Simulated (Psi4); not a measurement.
# triplet BBrF2: levels of theory compared

Aim: a comparison of 4 runs (U-wB97M-V/aug-cc-pVDZ, UB2PLYP/aug-cc-pVDZ, UBLYP/aug-cc-pVDZ, UPBE/aug-cc-pVDZ) of triplet BBrF2. 

The results are computed with Psi4 1.11.

1 further run of the same task is left out (set aside as unsound or not needed). Runs told in other sessions of the task aren't counted.

## Step 1: Starting point

The species is BBrF2 (4 atoms), meant as a triplet with charge 0. As SMILES of the parent species, `FB(F)Br`. Geometry: relaxed at PBE0-D4/def2-TZVP. That shape belongs to the parent species and isn't relaxed for this state.

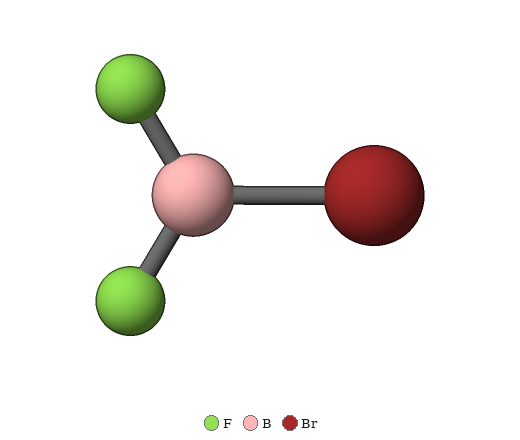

Viewed from a chosen angle; fluorine green, boron pink, bromine red.

## Step 2: The energy at U-wB97M-V/aug-cc-pVDZ (run 1)

bbrf2.py reads:

```python
import psi4

psi4.set_memory('2200 MB')
psi4.set_num_threads(1)
psi4.core.set_output_file('run.log', False)

mol = psi4.geometry("""
0 3
F     -0.215650    -1.366490    -0.109870
B     -0.127940    -0.063330    -0.022770
F     -1.212420     0.659630    -0.144250
Br     1.556010     0.770190     0.276890
symmetry c1
no_reorient
no_com
""")

options = {'basis': 'aug-cc-pVDZ', 'reference': 'uks', 'puream': True, 'e_convergence': 1e-09, 'd_convergence': 1e-08, 'scf_type': 'pk', 'dft_radial_points': 99, 'dft_spherical_points': 590, 'maxiter': 100}
psi4.set_options(options)

E = psi4.energy("wb97m-v", molecule=mol)
print(f'total energy {E:.8f} hartree = {E * 27.211386:.5f} eV')
```

Started as:

```console
python bbrf2.py
```

run.log:

```text
[...]
  Running in c1 symmetry.
[...]
  Nuclear repulsion =  222.994940053662958
[...]
  Multiplicity = 3
[...]
  Nalpha       = 30
  Nbeta        = 28
[...]
    Number of basis functions: 105
[...]
   @UKS iter   1: -2798.23697376047494   -1.52565e+00   6.50604e-03 ADIIS/DIIS
[...]
   @UKS iter  14: -2798.37967728033664   -4.27463e-11   7.79876e-09 DIIS
[...]
   @S^2 Observed:                2.003521495E+00
[...]
    Orbital Energies [Eh]
    ---------------------
    Alpha Occupied:
       1A   -483.676196     2A    -62.978708     3A    -56.670563
       4A    -56.664387     5A    -56.662994     6A    -24.915325
       7A    -24.915310     8A     -9.046615     9A     -6.977030
      10A     -6.838543    11A     -6.821899    12A     -6.814972
      13A     -2.914193    14A     -2.911239    15A     -2.905764
      16A     -2.893819    17A     -2.893332    18A     -1.355682
      19A     -1.329125    20A     -1.029069    21A     -0.683880
      22A     -0.634794    23A     -0.628136    24A     -0.594069
      25A     -0.549249    26A     -0.534156    27A     -0.518195
      28A     -0.506586    29A     -0.505390    30A     -0.153171
    Alpha Virtual:
[...]
  @UKS Final Energy: -2798.37967728033664
   => Energetics <=
    Nuclear Repulsion Energy =            222.9949400536629582
    One-Electron Energy =               -4334.2719134300659789
    Two-Electron Energy =                1403.9871317706388254
    DFT Exchange-Correlation Energy =     -91.3314519642292169
    Empirical Dispersion Energy =           0.0000000000000000
    VV10 Nonlocal Energy =                  0.2416162896568345
    Total Energy =                      -2798.3796772803366366
  UHF NO Occupations:
  HONO-2 :   28  A 1.9992615
  HONO-1 :   29  A 1.0000000
[...]
 Multipole Moments:
 ------------------------------------------------------------------------------------
     Multipole            Electronic (a.u.)      Nuclear  (a.u.)        Total (a.u.)
 ------------------------------------------------------------------------------------
 L = 1.  Multiply by 2.5417464519 to convert [e a0] to [Debye]
 Dipole X            :        -75.9104191           77.4183377            1.5079186
 Dipole Y            :        -37.5739835           38.3203577            0.7463742
 Dipole Z            :        -13.5081531           13.7765192            0.2683661
 Magnitude           :                                                    1.7037938
[...]
```

The script printed:

```text
total energy -2798.37967728 hartree = -76147.78957 eV
```

Run time: 2.6 min. Hardware: 1 thread of AMD EPYC 7R43 (Zen 3), shared host; peak memory 1.3 GiB.

## Step 3: The energy at UB2PLYP/aug-cc-pVDZ (density fitting for correlation) (run 2)

job.json reads:

```json
{
  "schema_name": "qcschema_input",
  "schema_version": 1,
  "molecule": {
    "schema_name": "qcschema_molecule",
    "schema_version": 2,
    "symbols": ["F", "B", "F", "Br"],
    "geometry": [-0.40751944, -2.58229185, -0.20762421, -0.24177156, -0.11967636, -0.04302906, -2.29114175, 1.24652004, -0.27259299, 2.94043275, 1.45544816, 0.52324627],
    "molecular_charge": 0,
    "molecular_multiplicity": 3,
    "fix_symmetry": "c1",
    "fix_com": true,
    "fix_orientation": true
  },
  "driver": "energy",
  "model": {
    "method": "b2plyp",
    "basis": "aug-cc-pVDZ"
  },
  "keywords": {
    "reference": "uks",
    "puream": true,
    "e_convergence": 1e-09,
    "d_convergence": 1e-08,
    "scf_type": "pk",
    "dft_radial_points": 99,
    "dft_spherical_points": 590,
    "num_frozen_docc": 12,
    "maxiter": 100
  }
}
```

Started as:

```console
psi4 --qcschema job.json -n 1 --memory 2200MB
```

stdout:

```text
[...]
  Running in c1 symmetry.
[...]
  Nuclear repulsion =  222.994940131163503
[...]
  Multiplicity = 3
[...]
  Nalpha       = 30
  Nbeta        = 28
[...]
    Number of basis functions: 105
[...]
   @UKS iter   1: -2797.64635799471534   -1.57097e+00   6.57967e-03 DIIS/ADIIS
[...]
   @UKS iter  13: -2797.79518874574251   -5.00222e-12   8.74297e-09 DIIS
[...]
   @S^2 Observed:                2.007349226E+00
[...]
    Orbital Energies [Eh]
    ---------------------
    Alpha Occupied:
       1A   -486.030037     2A    -63.778935     3A    -57.407648
       4A    -57.400882     5A    -57.399927     6A    -25.358690
       7A    -25.358678     8A     -9.326214     9A     -7.180409
      10A     -7.073513    11A     -7.054721    12A     -7.049109
      13A     -3.024468    14A     -3.021436    15A     -3.016005
      16A     -3.004216    17A     -3.003295    18A     -1.386127
      19A     -1.358013    20A     -1.021292    21A     -0.662423
      22A     -0.609581    23A     -0.599280    24A     -0.577700
      25A     -0.521156    26A     -0.518326    27A     -0.489568
      28A     -0.483901    29A     -0.468865    30A     -0.118957
    Alpha Virtual:
[...]
  @UKS Final Energy: -2797.79518874574251
   => Energetics <=
    Nuclear Repulsion Energy =            222.9949401311635029
    One-Electron Energy =               -4334.8006811692957854
    Two-Electron Energy =                1369.3828002381205806
    DFT Exchange-Correlation Energy =     -55.3722479457299031
    Empirical Dispersion Energy =           0.0000000000000000
    VV10 Nonlocal Energy =                  0.0000000000000000
    Total Energy =                      -2797.7951887457420526
  UHF NO Occupations:
  HONO-2 :   28  A 1.9982450
  HONO-1 :   29  A 1.0000000
[...]
 Multipole Moments:
 ------------------------------------------------------------------------------------
     Multipole            Electronic (a.u.)      Nuclear  (a.u.)        Total (a.u.)
 ------------------------------------------------------------------------------------
 L = 1.  Multiply by 2.5417464519 to convert [e a0] to [Debye]
 Dipole X            :        -75.8393919           77.4183377            1.5789458
 Dipole Y            :        -37.5388268           38.3203575            0.7815307
 Dipole Z            :        -13.4955124           13.7765194            0.2810070
 Magnitude           :                                                    1.7840474
[...]
```

The result, in JSON:

```text
{
 "driver": "energy",
 "model": {
  "method": "b2plyp",
  "basis": "aug-cc-pVDZ"
 },
 "success": true,
 "return_result": -2797.991478324572,
 "properties": {
  "calcinfo_nbasis": 105,
  "calcinfo_nmo": 105,
  "calcinfo_nalpha": 30,
  "calcinfo_nbeta": 28,
  "calcinfo_natom": 4,
  "nuclear_repulsion_energy": 222.9949401311635,
  "return_energy": -2797.991478324572,
  "scf_one_electron_energy": -4334.800681169296,
  "scf_two_electron_energy": 1369.3828002381206,
  "scf_xc_energy": -55.3722479457299,
  "scf_dipole_moment": [1.5789458061680364, 0.7815306698692055, 0.2810069813271632],
  "scf_total_energy": -2797.7951887457425,
  "scf_iterations": 13
 }
}
```

Run time: 34 s. Hardware: 1 thread of AMD EPYC 7R43 (Zen 3), shared host; peak memory 1.3 GiB.

Run 3 isn't shown in full; the table further down has it.

## Step 4: Energy and gradient at UPBE/aug-cc-pVDZ (run 4)

calc.inp reads:

```
memory 2200 mb

molecule molecule1 {
  0 3
  F
  B 1 R2
  F 2 R3 1 A3
  Br 2 R4 1 A4 3 D4

  R2 = 1.309009
  R3 = 1.309017
  A3 = 119.21827
  R4 = 1.902693
  A4 = 120.39094
  D4 = 179.99943
  units angstrom
  symmetry c1
}

set globals {
  reference uks
  puream true
  e_convergence 1e-09
  d_convergence 1e-08
  scf_type pk
  dft_radial_points 99
  dft_spherical_points 590
  maxiter 100
}

result, w = gradient("pbe/aug-cc-pVDZ", return_wfn=True)
oeprop(w, "MAYER_INDICES", "WIBERG_LOWDIN_INDICES", "QUADRUPOLE")
print_variables()
```

Started as:

```console
psi4 -i calc.inp -o calc.out -n 1
```

calc.out:

```text
[...]
  Running in c1 symmetry.
[...]
  Nuclear repulsion =  222.994929387424236
[...]
  Multiplicity = 3
[...]
  Nalpha       = 30
  Nbeta        = 28
[...]
    Number of basis functions: 105
[...]
   @UKS iter   1: -2797.69727039546433   -1.06762e+00   8.13331e-03 ADIIS/DIIS
[...]
   @UKS iter  15: -2797.97772603907197   -1.81899e-12   6.95784e-09 DIIS
[...]
   @S^2 Observed:                2.003028569E+00
[...]
  @UKS Final Energy: -2797.97772603907197
   => Energetics <=
    Nuclear Repulsion Energy =            222.9949293874242358
    One-Electron Energy =               -4334.4848351338605426
    Two-Electron Energy =                1429.1932119625485029
    DFT Exchange-Correlation Energy =    -115.6810322551842916
    Empirical Dispersion Energy =           0.0000000000000000
    VV10 Nonlocal Energy =                  0.0000000000000000
    Total Energy =                      -2797.9777260390719675
  UHF NO Occupations:
  HONO-2 :   28  A 1.9993119
  HONO-1 :   29  A 1.0000000
[...]
  -Total Gradient:
     Atom            X                  Y                   Z
    ------   -----------------  -----------------  -----------------
       1       -0.000002387511    -0.010314122829     0.082040182999
       2        0.000006687023    -0.030142931383    -0.017685116238
       3       -0.000002387553     0.066560773360    -0.049045418203
       4       -0.000001919712    -0.026086840053    -0.015299749750
[...]
 Multipole Moments:
 ------------------------------------------------------------------------------------
     Multipole            Electronic (a.u.)      Nuclear  (a.u.)        Total (a.u.)
 ------------------------------------------------------------------------------------
 L = 1.  Multiply by 2.5417464519 to convert [e a0] to [Debye]
 Dipole X            :          0.0000682           -0.0000241            0.0000441
 Dipole Y            :          4.2822445           -3.2561802            1.0260642
 Dipole Z            :          2.5114514           -1.9096902            0.6017611
 Magnitude           :                                                    1.1895059
 L = 2.  Multiply by 1.3450342976 to convert [e a0^2] to [Debye ang]
 Quadrupole XX       :        -26.5265990            0.0000000          -26.5265989
 Quadrupole XY       :         -0.0018589            0.0016914           -0.0001676
[...]
```

Run time: 1.8 min. Hardware: 1 thread of AMD EPYC 7R43 (Zen 3), shared host; peak memory 1.2 GiB.

## Step 5: The series

```
run                                                  level  frozen core orbitals  fitting correlation   energy (Eh)  dipole moment (D)  HOMO energy (eV)   ⟨S²⟩  wall time
  1                                  U-wB97M-V/aug-cc-pVDZ                     0                    –  -2798.379677               4.33             -4.17  2.004    2.6 min
  2  UB2PLYP/aug-cc-pVDZ (density fitting for correlation)                    12      density fitting  -2797.991478                  –             -3.24  2.007       34 s
  3                                      UBLYP/aug-cc-pVDZ                     0                    –  -2798.589847               3.06             -1.25  2.003       84 s
  4                                       UPBE/aug-cc-pVDZ                     0                    –  -2797.977726               3.02             -1.41  2.003    1.8 min
```

## Step 6: Results

```
                                 quantity           value
                      run 4: total energy  -2797.97773 Eh
                     run 4: dipole moment          3.02 D
run 4: HOMO energy (highest over α and β)        -1.41 eV
                              run 4: ⟨S²⟩           2.003
          run 4: largest force on an atom      4.252 eV/Å
```

Over runs 1, 3, 4 the dipole moment (its size) runs from 3.02 D (UPBE/aug-cc-pVDZ) to 4.33 D (U-wB97M-V/aug-cc-pVDZ). Totals of different functionals can't be ranked against each other. All runs together took 6.4 min, the longest 2.6 min.
